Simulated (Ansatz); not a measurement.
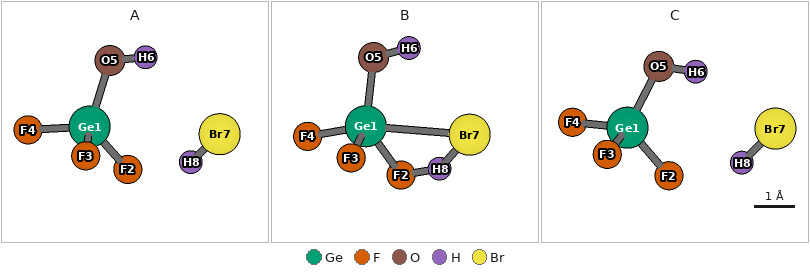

3 geometries from a converged minimum-energy path of GeH2OBrF3, shuffled. A ball-and-stick model, seen at a tilt.

The calculation used RKS PBE-D4/def2-SVP in Ansatz. Settings: 7 movable images; climbing image; force threshold 0.05 eV/Å; iteration limit 60; starting path through a guess of the saddle point.

Question: One of them is the converged climbing image. Which?

Answer: B. In order along the path, whose images run from 0 to 8: C (image 0, 0.0 kJ/mol), A (image 2, +6.8 kJ/mol), B (image 4, +60.9 kJ/mol). Breaking: Br7–H8 (1.45 → 1.76 at the top → 2.37 Å), Ge1–F2 (1.76 → 1.97 at the top → 3.19 Å). Forming: F2–H8 (1.98 → 1.12 at the top → 0.95 Å), Ge1–Br7 (3.81 → 2.70 at the top → 2.33 Å).

Cost: 3.2 min on 4 threads of Arm Neoverse V1, with other jobs on the host, peak memory 0.23 GiB.
